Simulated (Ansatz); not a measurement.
# GaSiH7O (SMILES [SiH3][OH+][GaH3-]): wB97X/6-31G(d) (spherical functions)

Aim: the energy change on altering one bond length of GaSiH7O at wB97X/6-31G* (spherical functions), from 2 runs. 

The calculation is run with Ansatz 0.2.0.

67 further runs of the same task are left out: 1 that didn't finish, 66 set aside as unsound or not needed.

### Step 1. The structure to begin with

GaSiH7O has 10 atoms, charge 0, and is taken as a singlet. SMILES: `[SiH3][OH+][GaH3-]`. The shape is that of a PBE0-D4/def2-TZVP optimisation.

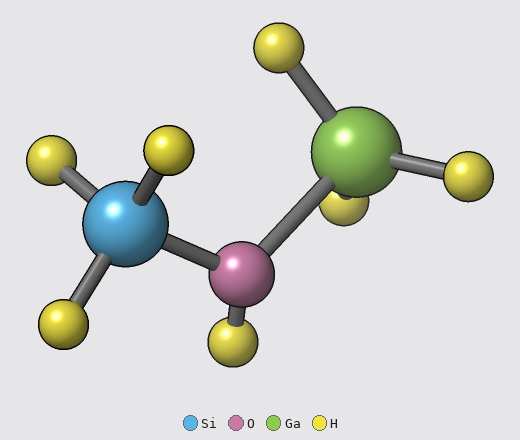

The structure, seen from a chosen angle (silicon blue, oxygen pink, gallium green, hydrogen yellow).

### Step 2. The energy at wB97X/6-31G(d) (spherical functions)

The input, molecule.yaml:

```yaml
crystal:
  periodic: [false, false, false]
  atoms:
    - symbol: Si
      position_ang: [-0.484700, 0.680100, -1.289300]
    - symbol: O
      position_ang: [-0.772200, -0.233700, 0.097500]
    - symbol: Ga
      position_ang: [0.882100, -0.551000, 1.475200]
    - symbol: H
      position_ang: [-1.767100, 0.740000, -2.035000]
    - symbol: H
      position_ang: [0.556000, 0.040700, -2.124900]
    - symbol: H
      position_ang: [-0.069600, 2.013200, -0.814500]
    - symbol: H
      position_ang: [-1.323900, -1.014800, 0.010100]
    - symbol: H
      position_ang: [0.306600, 0.146600, 2.760300]
    - symbol: H
      position_ang: [1.885600, 0.253500, 0.552600]
    - symbol: H
      position_ang: [0.870300, -2.125600, 1.370900]
basis:
  gaussian: {orbitals: 6-31G_st_-spherical.json}
accuracy: high
output: {orbitals: {seedname: orbitals}}
total_charge: 0
hamiltonian: {xc: {name: wB97X}}
```

The basis set 6-31G* is read from a file made from the Basis Set Exchange's data (not shown).

Started as:

```sh
ansatz run molecule.yaml --threads 1 --pin off --max-ram 3480MiB --events-out events.jsonl --progress --plain --runs-dir runs
```

The program printed:

```text
Warning: RAYON_NUM_THREADS=1 ignored (pool sized by the plan → 1); use --threads N
Functional definition: wB97X
  name "wB97X"
  parameter omega = 0.3/bohr
  parameter cx = 0.157706
  parameter cx1 = 0.726479
  parameter cx2 = 1.04760
  parameter cx3 = -5.70635
  parameter cx4 = 13.2794
  parameter css1 = -4.33879
  parameter css2 = 18.2308
  parameter css3 = -31.7430
  parameter css4 = 17.2901
  parameter cos1 = 2.37031
  parameter cos2 = -11.3995
  parameter cos3 = 6.58405
  parameter cos4 = -3.78132
  exchange = spin_sum(e_x_unif_sr(omega)*poly(b97_u_x, 1 - cx, cx1, cx2, cx3, cx4)) + cx*exact_x_sr(omega)
      + exact_x_lr(omega)
  correlation = spin_sum(e_c_pw_same_spin*poly(b97_u_same, 1, css1, css2, css3, css4))
      + integral(e_c_pw_opposite_spin*poly(b97_u_opposite, 1, cos1, cos2, cos3, cos4))
1782 factors; integrals over basis functions are off by at most 4.7e-9 eV
406 factors; integrals over basis functions are off by at most 2.3e-9 eV
mean field evaluation 1: about -62406.5355 eV, gradient 4.0e1 eV
mean field evaluation 2: about -62406.3624 eV, gradient 4.3e1 eV
mean field evaluation 4: about -62409.2888 eV, gradient 4.7e-1 eV
mean field evaluation 8: about -62409.4065 eV, gradient 1.1e-1 eV
mean field evaluation 16: about -62409.4065 eV, gradient 1.7e-5 eV
mean field -62409.40649674 eV, -2293.5033861402 hartree, gradient 8.9e-8 eV, S^2 0.000000; 0 other end points of the search recorded, 0 dependent functions left out
reference -62409.40649202 eV, -2293.5033859668 hartree; 30, 30 occupied and 48, 48 virtual orbitals, 1782 factors
Total energy: -62409.40649202 eV, -2293.5033859668 hartree
```

Wall time 35 s (1 thread of Arm Neoverse V1, shared host); peak memory 0.54 GiB.

### Step 3. The distorted shape, same level

The input, job.yaml:

```yaml
basis:
  gaussian:
    orbitals: 6-31G_st_-spherical.json
crystal:
  periodic: [false, false, false]
  atoms:
    - {symbol: Si, position_ang: [-0.816792, -0.386419, -1.669154]}
    - {symbol: O, position_ang: [-1.104292, -1.300219, -0.282354]}
    - {symbol: Ga, position_ang: [0.550008, -1.617519, 1.095346]}
    - {symbol: H, position_ang: [-2.099192, -0.326519, -2.414854]}
    - {symbol: H, position_ang: [0.223908, -1.025819, -2.504754]}
    - {symbol: H, position_ang: [-0.069600, 2.013200, -0.814500]}
    - {symbol: H, position_ang: [-1.655992, -2.081319, -0.369754]}
    - {symbol: H, position_ang: [-0.025492, -0.919919, 2.380446]}
    - {symbol: H, position_ang: [1.553508, -0.813019, 0.172746]}
    - {symbol: H, position_ang: [0.538208, -3.192119, 0.991046]}
hamiltonian:
  xc: {name: wB97X}
accuracy: high
output: {orbitals: {seedname: orbitals}}
```

The basis set 6-31G* is read from a file made from the Basis Set Exchange's data (not shown).

Started as:

```sh
ansatz run job.yaml --threads 1 --pin off --max-ram 3480MiB --events-out events.jsonl --progress --plain --runs-dir runs
```

The program printed:

```text
Warning: RAYON_NUM_THREADS=1 ignored (pool sized by the plan → 1); use --threads N
[... 17 set-up lines as earlier in the session ...]
      + exact_x_lr(omega)
[... 1 set-up line as earlier in the session ...]
      + integral(e_c_pw_opposite_spin*poly(b97_u_opposite, 1, cos1, cos2, cos3, cos4))
1781 factors; integrals over basis functions are off by at most 4.7e-9 eV
419 factors; integrals over basis functions are off by at most 2.6e-9 eV
mean field evaluation 1: about -62402.7038 eV, gradient 4.0e1 eV
mean field evaluation 2: about -62402.6421 eV, gradient 4.3e1 eV
mean field evaluation 4: about -62405.5900 eV, gradient 9.1e-1 eV
mean field evaluation 8: about -62405.6958 eV, gradient 9.9e-2 eV
mean field evaluation 16: about -62405.6958 eV, gradient 5.1e-5 eV
mean field -62405.69584843 eV, -2293.3670223300 hartree, gradient 8.5e-8 eV, S^2 0.000000; 0 other end points of the search recorded, 0 dependent functions left out
reference -62405.69584370 eV, -2293.3670221560 hartree; 30, 30 occupied and 48, 48 virtual orbitals, 1781 factors
Total energy: -62405.69584370 eV, -2293.3670221560 hartree
```

Run time: 35 s. Hardware: 1 thread of Arm Neoverse V1, shared host; peak memory 0.54 GiB.

### Step 4. Outcome

At wB97X/6-31G* (spherical functions):

```
                                                          quantity           value
                                         first shape: total energy  -2293.50339 Eh
                                          first shape: HOMO energy       -10.09 eV
                                          first shape: LUMO energy         1.38 eV
                                        first shape: HOMO–LUMO gap        11.47 eV
                                     distorted shape: total energy  -2293.36702 Eh
                                      distorted shape: HOMO energy        -9.62 eV
                                      distorted shape: LUMO energy        -0.92 eV
                                    distorted shape: HOMO–LUMO gap         8.70 eV
energy change with the Si1–H6 bond stretched from 1.475 to 2.655 Å        3.711 eV
```

With the Si1–H6 bond stretched from 1.475 to 2.655 Å the energy rises by 3.71 eV (358 kJ/mol). The first shape isn't relaxed at this level, so the change isn't measured from a minimum.
